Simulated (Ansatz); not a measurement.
**Nudged elastic band of BSiNH8O3**

The run: nudged elastic band of BSiNH8O3. Method and program: RKS CAM-B3LYP-D4/6-31G* (Ansatz 0.2.0).

One setting was made poor on purpose. It belongs to a series of runs on one base structure; here: band between the two ends. Figures and captions count atoms from 1; the log counts them from 0 in places.

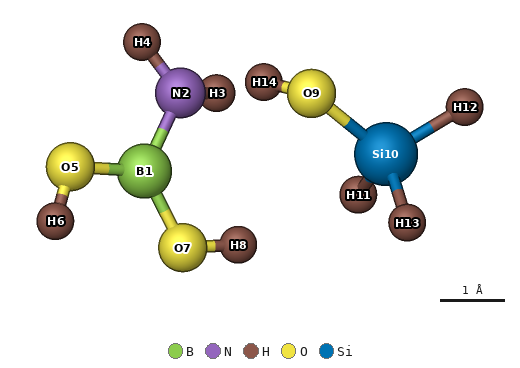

*The input geometry (ball-and-stick view, seen at a tilt; atoms are numbered from 1 in the order of the input).*

**Input**
```yaml
crystal:
  periodic: [false, false, false]
  atoms:
    - { symbol: B, position_ang: [0.228207, -0.537355, 0.175703] }
    - { symbol: "N", position_ang: [0.007121, -0.200651, 1.561449] }
    - { symbol: H, position_ang: [-0.902684, -0.36516, 1.972547] }
    - { symbol: H, position_ang: [0.751737, -0.446921, 2.201457] }
    - { symbol: O, position_ang: [1.493146, -0.882992, -0.193914] }
    - { symbol: H, position_ang: [1.556628, -0.982055, -1.152918] }
    - { symbol: O, position_ang: [-0.754233, -0.471832, -0.774381] }
    - { symbol: H, position_ang: [-1.59213, -0.110026, -0.458144] }
    - { symbol: O, position_ang: [-0.259992, 2.580999, 1.034756] }
    - { symbol: Si, position_ang: [-1.813751, 2.809099, 0.56333] }
    - { symbol: H, position_ang: [-2.531776, 1.494519, 0.446734] }
    - { symbol: H, position_ang: [-2.598238, 3.621115, 1.529962] }
    - { symbol: H, position_ang: [-1.872347, 3.468952, -0.762658] }
    - { symbol: H, position_ang: [-0.032389, 1.675408, 1.344176] }
basis:
  gaussian: { orbitals: "6-31G*" }
hamiltonian:
  xc: cam_b3lyp
  dispersion: d4
neb:
  order_check: false
  images: 5
  f_tol: 0.05
  max_iterations: 60
  initial_path: linear
  final_atoms:
    - { symbol: B, position_ang: [-0.30266189, 1.23637275, -0.16844572] }
    - { symbol: "N", position_ang: [0.51044948, -1.41647781, 2.04146225] }
    - { symbol: H, position_ang: [-0.10528984, -1.64219282, 2.8203472] }
    - { symbol: H, position_ang: [0.60434785, -2.26887, 1.49298972] }
    - { symbol: O, position_ang: [0.87888822, 0.70776638, -0.6242657] }
    - { symbol: H, position_ang: [1.15957578, -0.0294053, -0.06784178] }
    - { symbol: O, position_ang: [-0.96553328, 0.76319943, 0.9249671] }
    - { symbol: H, position_ang: [-0.49789747, 0.00770197, 1.3427426] }
    - { symbol: O, position_ang: [-0.82604055, 2.29280421, -0.86199623] }
    - { symbol: Si, position_ang: [-2.22885778, 3.10256527, -0.52344923] }
    - { symbol: H, position_ang: [-3.41356684, 2.21041266, -0.59837133] }
    - { symbol: H, position_ang: [-2.18778047, 3.74351658, 0.81540356] }
    - { symbol: H, position_ang: [-2.36975075, 4.16256876, -1.55056601] }
    - { symbol: H, position_ang: [1.42341655, -1.21686206, 2.44512258] }
```

Launch command:
```bash
ansatz run input.yaml --threads 4 --pin off --max-ram 5120MiB --backend cpu --events-out ev --progress --plain --runs-dir out
```

**The program's output**
```
Engine: ansatz 0.2.0, aarch64-unknown-linux-gnu
Functional definition: CAM-B3LYP
  parameter alpha = 0.19
  parameter beta = 0.46
  parameter omega = 0.33/bohr
  parameter ac = 0.81
  exchange = (1 - alpha - beta)*b88_x + beta*b88_x_sr(omega) + alpha*exact_x + beta*exact_x_lr(omega)
  correlation = (1 - ac)*vwn5_c + ac*lyp_c
1180 factors; integrals over basis functions are off by at most 6.6e-4 eV
429 factors; integrals over basis functions are off by at most 6.0e-7 eV
mean field evaluation 1: about -16305.6710 eV, gradient 7.9e1 eV
mean field evaluation 2: about -16302.0743 eV, gradient 9.2e1 eV
mean field evaluation 4: about -16316.1981 eV, gradient 3.1e0 eV
mean field evaluation 8: about -16316.2327 eV, gradient 9.0e-2 eV
mean field evaluation 16: about -16316.2327 eV, gradient 4.9e-5 eV
mean field -16316.23274891 eV, -599.6104939826 hartree, gradient 4.9e-5 eV, S^2 0.000000; 0 other end points of the search recorded, 0 dependent functions left out
the calculation of the forces begins
reference -16316.23287693 eV, -599.6104986874 hartree; 29, 29 occupied and 81, 81 virtual orbitals, 1180 factors
1179 factors; integrals over basis functions are off by at most 6.2e-4 eV
429 factors; integrals over basis functions are off by at most 6.3e-7 eV
mean field evaluation 32: about -16316.8325 eV, gradient 3.7e-5 eV
mean field -16316.83252616 eV, -599.6325353902 hartree, gradient 3.7e-5 eV, S^2 0.000000; 0 other end points of the search recorded, 0 dependent functions left out
[... from here on the field's lines of each further geometry are left out, up to the last ...]
NEB iter   1: max|band force component| = 5.412e0 eV/Å  barrier→ = 6.8941 eV  barrier← = 7.4727 eV  Δτ_max = 0.2000 Å  (204 SCF iters)
NEB iter   2: max|band force component| = 6.080e0 eV/Å  barrier→ = 4.3885 eV  barrier← = 4.9672 eV  Δτ_max = 0.2000 Å  (171 SCF iters)
NEB iter   3: max|band force component| = 1.814e1 eV/Å  barrier→ = 3.2657 eV  barrier← = 3.8443 eV  Δτ_max = 0.1011 Å  (179 SCF iters)
NEB iter   4: max|band force component| = 3.715e0 eV/Å  barrier→ = 1.4528 eV  barrier← = 2.0315 eV  Δτ_max = 0.2000 Å  (153 SCF iters)
NEB iter   5: max|band force component| = 7.577e0 eV/Å  barrier→ = 0.8935 eV  barrier← = 1.4722 eV  Δτ_max = 0.1011 Å  (161 SCF iters)
NEB iter   6: max|band force component| = 1.829e0 eV/Å  barrier→ = 0.6433 eV  barrier← = 1.2220 eV  Δτ_max = 0.2000 Å  (151 SCF iters)
NEB iter   7: max|band force component| = 7.182e0 eV/Å  barrier→ = 0.7885 eV  barrier← = 1.3672 eV  Δτ_max = 0.1019 Å  (154 SCF iters)
NEB iter   8: max|band force component| = 1.540e0 eV/Å  barrier→ = 0.3309 eV  barrier← = 0.9095 eV  Δτ_max = 0.2000 Å  (147 SCF iters)
NEB iter   9: max|band force component| = 7.721e-1 eV/Å  barrier→ = 0.2152 eV  barrier← = 0.7938 eV  Δτ_max = 0.2000 Å  (148 SCF iters)
NEB iter  10: max|band force component| = 1.577e0 eV/Å  barrier→ = 0.1238 eV  barrier← = 0.7025 eV  Δτ_max = 0.0998 Å  (148 SCF iters)
NEB iter  11: max|band force component| = 3.402e-1 eV/Å  barrier→ = 0.0806 eV  barrier← = 0.6592 eV  CI = image 1  Δτ_max = 0.1981 Å  (149 SCF iters)
NEB iter  12: max|band force component| = 3.378e-1 eV/Å  barrier→ = 0.0719 eV  barrier← = 0.6506 eV  CI = image 1  Δτ_max = 0.2000 Å  (148 SCF iters)
NEB iter  13: max|band force component| = 7.001e-1 eV/Å  barrier→ = 0.1096 eV  barrier← = 0.6883 eV  CI = image 1  Δτ_max = 0.1002 Å  (149 SCF iters)
NEB iter  14: max|band force component| = 7.294e-1 eV/Å  barrier→ = 0.2384 eV  barrier← = 0.8170 eV  CI = image 1  Δτ_max = 0.1018 Å  (149 SCF iters)
NEB iter  15: max|band force component| = 7.817e-1 eV/Å  barrier→ = 0.3108 eV  barrier← = 0.8894 eV  CI = image 1  Δτ_max = 0.2000 Å  (147 SCF iters)
NEB iter  16: max|band force component| = 7.748e-1 eV/Å  barrier→ = 0.4544 eV  barrier← = 1.0331 eV  CI = image 1  Δτ_max = 0.2000 Å  (144 SCF iters)
NEB iter  17: max|band force component| = 7.765e-1 eV/Å  barrier→ = 0.6182 eV  barrier← = 1.1969 eV  CI = image 1  Δτ_max = 0.2000 Å  (146 SCF iters)
NEB iter  18: max|band force component| = 1.323e0 eV/Å  barrier→ = 0.8397 eV  barrier← = 1.4184 eV  CI = image 1  Δτ_max = 0.2000 Å  (145 SCF iters)
NEB iter  19: max|band force component| = 1.128e0 eV/Å  barrier→ = 1.0177 eV  barrier← = 1.5963 eV  CI = image 1  Δτ_max = 0.1007 Å  (146 SCF iters)
NEB iter  20: max|band force component| = 1.008e0 eV/Å  barrier→ = 1.0594 eV  barrier← = 1.6381 eV  CI = image 1  Δτ_max = 0.2000 Å  (148 SCF iters)
NEB iter  21: max|band force component| = 5.643e-1 eV/Å  barrier→ = 1.0014 eV  barrier← = 1.5801 eV  CI = image 1  Δτ_max = 0.1352 Å  (146 SCF iters)
NEB iter  22: max|band force component| = 3.219e-1 eV/Å  barrier→ = 1.0011 eV  barrier← = 1.5797 eV  CI = image 1  Δτ_max = 0.1051 Å  (148 SCF iters)
NEB iter  23: max|band force component| = 2.243e-1 eV/Å  barrier→ = 0.9941 eV  barrier← = 1.5727 eV  CI = image 1  Δτ_max = 0.0907 Å  (149 SCF iters)
NEB iter  24: max|band force component| = 1.110e-1 eV/Å  barrier→ = 0.9901 eV  barrier← = 1.5687 eV  CI = image 1  Δτ_max = 0.0937 Å  (149 SCF iters)
NEB iter  25: max|band force component| = 7.001e-2 eV/Å  barrier→ = 0.9875 eV  barrier← = 1.5662 eV  CI = image 1  Δτ_max = 0.0796 Å  (148 SCF iters)
NEB iter  26: max|band force component| = 1.056e-1 eV/Å  barrier→ = 0.9856 eV  barrier← = 1.5642 eV  CI = image 1  Δτ_max = 0.0399 Å  (148 SCF iters)
NEB iter  27: max|band force component| = 1.068e-1 eV/Å  barrier→ = 0.9840 eV  barrier← = 1.5627 eV  CI = image 1  Δτ_max = 0.0399 Å  (148 SCF iters)
NEB iter  28: max|band force component| = 9.975e-2 eV/Å  barrier→ = 0.9820 eV  barrier← = 1.5606 eV  CI = image 1  Δτ_max = 0.0565 Å  (150 SCF iters)
NEB iter  29: max|band force component| = 7.265e-2 eV/Å  barrier→ = 0.9800 eV  barrier← = 1.5586 eV  CI = image 1  Δτ_max = 0.0492 Å  (143 SCF iters)
NEB iter  30: max|band force component| = 6.239e-2 eV/Å  barrier→ = 0.9785 eV  barrier← = 1.5572 eV  CI = image 1  Δτ_max = 0.0431 Å  (148 SCF iters)
NEB iter  31: max|band force component| = 5.268e-2 eV/Å  barrier→ = 0.9775 eV  barrier← = 1.5562 eV  CI = image 1  Δτ_max = 0.0579 Å  (137 SCF iters)
NEB iter  32: max|band force component| = 6.256e-2 eV/Å  barrier→ = 0.9767 eV  barrier← = 1.5553 eV  CI = image 1  Δτ_max = 0.0289 Å  (150 SCF iters)
the calculation of the forces begins
reference -16316.82735380 eV, -599.6323453093 hartree; 29, 29 occupied and 81, 81 virtual orbitals, 1178 factors
1180 factors; integrals over basis functions are off by at most 6.5e-4 eV
429 factors; integrals over basis functions are off by at most 6.0e-7 eV
mean field -16315.23956425 eV, -599.5739951196 hartree, gradient 6.5e-6 eV, S^2 0.000000; 1 other end points of the search recorded, 0 dependent functions left out
the calculation of the forces begins
reference -16315.23969010 eV, -599.5739997444 hartree; 29, 29 occupied and 81, 81 virtual orbitals, 1180 factors
NEB iter  33: max|band force component| = 4.388e-2 eV/Å  barrier→ = 0.9758 eV  barrier← = 1.5545 eV  CI = image 1  Δτ_max = 0.0000 Å  (286 SCF iters)
```

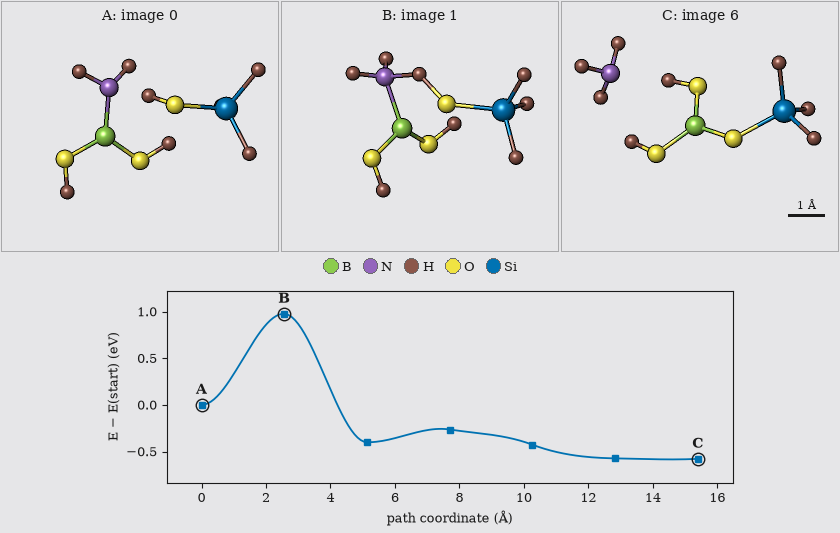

*Images of the last band (counted from 0; ball-and-stick, seen at a tilt) above the energy along the path; the line is a cubic interpolation that uses the forces.*

The highest image is number 1, 0.976 eV above the start and 1.554 eV above the end (the climbing image); the end lies 0.579 eV below the start. The path is 15.39 Å long. The band converged in 33 iterations.

```
Total energy: -16315.48418390 eV, -599.5829847259 hartree
Atom 0 at     0.101403    -0.055232     0.306571 Å, force    -0.007884     0.016575    -0.004984 eV/Å
Atom 1 at     0.053088    -0.259727     1.841417 Å, force    -0.007479     0.009924     0.002585 eV/Å
Atom 2 at    -0.572118    -0.983606     2.181173 Å, force     0.000383     0.000248     0.001304 eV/Å
Atom 3 at     0.974043    -0.362443     2.258782 Å, force    -0.000428    -0.001054     0.001254 eV/Å
Atom 4 at     1.381593     0.026296    -0.171723 Å, force     0.004308    -0.001582     0.002130 eV/Å
Atom 5 at     1.376373     0.127967    -1.131993 Å, force    -0.001650     0.001839    -0.000051 eV/Å
Atom 6 at    -0.897038    -0.565820    -0.503958 Å, force     0.001354     0.003438     0.003275 eV/Å
Atom 7 at    -1.788636    -0.375186    -0.189199 Å, force    -0.003357    -0.003257    -0.004077 eV/Å
Atom 8 at    -0.515112     1.696160     0.818006 Å, force     0.039804     0.008131    -0.040957 eV/Å
Atom 9 at    -1.711558     2.641573     0.225749 Å, force    -0.015170    -0.005376     0.013815 eV/Å
Atom 10 at    -2.971814     1.862687     0.001239 Å, force    -0.001204    -0.003822    -0.001464 eV/Å
Atom 11 at    -2.052517     3.744225     1.164660 Å, force     0.004076     0.002625    -0.001269 eV/Å
Atom 12 at    -1.324305     3.235316    -1.080115 Å, force    -0.001690    -0.001986     0.000200 eV/Å
Atom 13 at    -0.374103     0.920889     1.767490 Å, force    -0.011062    -0.025704     0.028241 eV/Å
Dipole moment:    -0.140824    -0.409616     0.411278 e Å
this run last wrote the band of iteration 33 to [file]
```

**The last band as extended XYZ (Å, eV, eV/Å)**
```
14
Properties=species:S:1:pos:R:3:forces:R:3 image=0 energy=-16316.45988
B     0.2282   -0.5374    0.1757   -0.0123   0.0048   0.0048
N     0.0071   -0.2007    1.5614    0.0026   0.0070  -0.0200
H    -0.9027   -0.3652    1.9725    0.0144  -0.0045   0.0010
H     0.7517   -0.4469    2.2015   -0.0078  -0.0011   0.0063
O     1.4931   -0.8830   -0.1939   -0.0008  -0.0064   0.0033
H     1.5566   -0.9821   -1.1529   -0.0052   0.0061   0.0020
O    -0.7542   -0.4718   -0.7744    0.0037  -0.0014  -0.0036
H    -1.5921   -0.1100   -0.4581    0.0086  -0.0030   0.0049
O    -0.2600    2.5810    1.0348   -0.0071  -0.0232   0.0179
Si   -1.8138    2.8091    0.5633    0.0044   0.0047   0.0001
H    -2.5318    1.4945    0.4467    0.0015   0.0038   0.0032
H    -2.5982    3.6211    1.5300    0.0049  -0.0015  -0.0052
H    -1.8723    3.4690   -0.7627   -0.0025  -0.0022  -0.0016
H    -0.0324    1.6754    1.3442   -0.0043   0.0169  -0.0130
14
Properties=species:S:1:pos:R:3:forces:R:3 image=1 energy=-16315.48406
B     0.1014   -0.0552    0.3066   -0.0079   0.0166  -0.0050
N     0.0531   -0.2597    1.8414   -0.0075   0.0099   0.0026
H    -0.5721   -0.9836    2.1812    0.0004   0.0002   0.0013
H     0.9740   -0.3624    2.2588   -0.0004  -0.0011   0.0013
O     1.3816    0.0263   -0.1717    0.0043  -0.0016   0.0021
H     1.3764    0.1280   -1.1320   -0.0016   0.0018  -0.0001
O    -0.8970   -0.5658   -0.5040    0.0014   0.0034   0.0033
H    -1.7886   -0.3752   -0.1892   -0.0034  -0.0033  -0.0041
O    -0.5151    1.6962    0.8180    0.0398   0.0081  -0.0410
Si   -1.7116    2.6416    0.2257   -0.0152  -0.0054   0.0138
H    -2.9718    1.8627    0.0012   -0.0012  -0.0038  -0.0015
H    -2.0525    3.7442    1.1647    0.0041   0.0026  -0.0013
H    -1.3243    3.2353   -1.0801   -0.0017  -0.0020   0.0002
H    -0.3741    0.9209    1.7675   -0.0111  -0.0257   0.0282
14
Properties=species:S:1:pos:R:3:forces:R:3 image=2 energy=-16316.86025
B    -0.2848    0.2928    0.4428   -0.0012  -0.0006   0.0205
N     0.1598   -0.2355    2.0168    0.0008  -0.0009  -0.0086
H     0.3930   -1.2259    1.9953    0.0187  -0.0075  -0.0060
H     0.9775    0.2911    2.3188    0.0009   0.0118  -0.0018
O     0.9701    0.6217   -0.1326   -0.0082   0.0102  -0.0020
H     1.0429    0.1691   -0.9810   -0.0068   0.0012   0.0011
O    -0.9286   -0.8120   -0.1841   -0.0013  -0.0018   0.0007
H    -1.8846   -0.6946   -0.1410   -0.0027  -0.0054  -0.0004
O    -1.1489    1.3917    0.7890   -0.0083   0.0037  -0.0046
Si   -1.6221    2.6681   -0.1192    0.0010  -0.0045  -0.0026
H    -2.9805    2.4331   -0.6879   -0.0016   0.0110  -0.0091
H    -1.7135    3.8755    0.7433    0.0058   0.0019  -0.0031
H    -0.7025    2.9565   -1.2492    0.0089  -0.0025  -0.0002
H    -0.5987   -0.0784    2.6771   -0.0060  -0.0168   0.0160
14
Properties=species:S:1:pos:R:3:forces:R:3 image=3 energy=-16316.72412
B     0.1029    0.5376   -0.1305    0.0222  -0.0029   0.0136
N    -0.3063   -0.2529    2.3022   -0.0178  -0.0255   0.0197
H    -0.1379   -1.2252    2.5467   -0.0006  -0.0078   0.0124
H     0.5709    0.2423    2.4394   -0.0064  -0.0054  -0.0095
O     1.4456    0.3294    0.0242    0.0134   0.0074  -0.0201
H     1.6744   -0.5482   -0.3070    0.0045  -0.0171   0.0127
O    -0.6293   -0.4088   -0.8090   -0.0351   0.0195   0.0214
H    -1.5803   -0.2846   -0.7012    0.0145  -0.0092  -0.0065
O    -0.3847    1.7716    0.2277    0.0265   0.0369  -0.0284
Si   -1.7129    2.6408   -0.1794    0.0176  -0.0069  -0.0260
H    -2.9106    1.7608   -0.3101   -0.0049  -0.0094   0.0161
H    -1.9694    3.6432    0.8796   -0.0114  -0.0135   0.0052
H    -1.5174    3.3314   -1.4773   -0.0239   0.0312  -0.0075
H    -0.9658    0.1158    2.9828    0.0013   0.0026  -0.0031
14
Properties=species:S:1:pos:R:3:forces:R:3 image=4 energy=-16316.88667
B     0.0735    0.8359   -0.2416   -0.0114   0.0243  -0.0094
N    -0.3621   -0.7823    2.4006    0.0179  -0.0468   0.0084
H    -0.1413   -1.5528    3.0251    0.0091  -0.0231   0.0300
H     0.3968   -0.1066    2.4710   -0.0018  -0.0248  -0.0090
O     1.3670    0.5574    0.1338   -0.0129   0.0028  -0.0072
H     1.4973   -0.3924    0.2462   -0.0162   0.0079   0.0185
O    -0.9380   -0.0793   -0.2000   -0.0234   0.0177   0.0471
H    -0.7893   -0.7214    0.5256    0.0280  -0.0189   0.0831
O    -0.1923    2.1163   -0.6345    0.0144   0.0224  -0.0677
Si   -1.6797    2.8393   -0.7320   -0.0031   0.0140  -0.0302
H    -2.7415    1.9247   -1.2107    0.0039   0.0166  -0.0393
H    -2.0742    3.3659    0.6022    0.0032  -0.0109  -0.0060
H    -1.5470    3.9727   -1.6736   -0.0117   0.0474  -0.0038
H    -1.1899   -0.3242    2.7759    0.0041  -0.0284  -0.0145
14
Properties=species:S:1:pos:R:3:forces:R:3 image=5 energy=-16317.03338
B    -0.0783    1.0372   -0.1706    0.0021  -0.0171  -0.0114
N    -0.1067   -0.9896    2.7377    0.0004   0.0049  -0.0038
H    -0.0706   -2.0033    2.6639    0.0020  -0.0059   0.0004
H     0.7727   -0.6857    3.1496    0.0031  -0.0044   0.0042
O     1.1868    0.5068   -0.1157   -0.0075   0.0065   0.0036
H     1.2390   -0.1879    0.5518    0.0028  -0.0002   0.0029
O    -1.0959    0.6493    0.6485   -0.0049   0.0162   0.0011
H    -0.8087    0.0037    1.3314    0.0077   0.0030   0.0040
O    -0.3109    2.0074   -1.1066   -0.0031   0.0058   0.0021
Si   -1.7353    2.8197   -1.3346    0.0019   0.0005  -0.0046
H    -2.8288    1.9093   -1.7577   -0.0016   0.0013   0.0003
H    -2.1559    3.5502   -0.1122    0.0001   0.0012  -0.0022
H    -1.4962    3.8062   -2.4148    0.0000  -0.0008  -0.0035
H    -0.8319   -0.7702    3.4174   -0.0030  -0.0111   0.0069
14
Properties=species:S:1:pos:R:3:forces:R:3 image=6 energy=-16317.03853
B    -0.1631    1.1984   -0.1155   -0.0025  -0.0030   0.0024
N     0.3646   -0.6203    2.8839    0.0135  -0.0085   0.0090
H    -0.4283   -0.9239    3.4459    0.0034   0.0024  -0.0032
H     0.8943   -1.4595    2.6571   -0.0073   0.0163   0.0066
O     1.1959    1.0550    0.0104    0.0026  -0.0022   0.0043
H     1.4137    0.5600    0.8100   -0.0032   0.0045  -0.0048
O    -1.0581    0.6987    0.7834    0.0039   0.0029  -0.0079
H    -0.6159    0.2309    1.5247    0.0005   0.0016   0.0048
O    -0.6232    1.8814   -1.2077   -0.0027  -0.0011   0.0015
Si   -2.2035    2.1882   -1.5907   -0.0033   0.0012  -0.0009
H    -2.9739    0.9363   -1.8015    0.0027   0.0039   0.0006
H    -2.8769    3.0028   -0.5476    0.0024  -0.0024  -0.0030
H    -2.1952    2.9572   -2.8584    0.0003  -0.0032   0.0047
H     0.9487   -0.0521    3.4940   -0.0103  -0.0124  -0.0141
```

**Key numbers**

| quantity | value |
| --- | --- |
| outcome | converged |
| barrier, forward | 0.976 eV |
| barrier, backward | 1.554 eV |
| hardware | 4 threads of Arm Neoverse V1, 24 GiB of memory available, shared host |
| wall time | 5.9 min (CPU time 22 min) |
| peak memory | 0.32 GiB |

**Remarks**

A deliberately poor setting: straight start. The order of the saddle point was not checked.
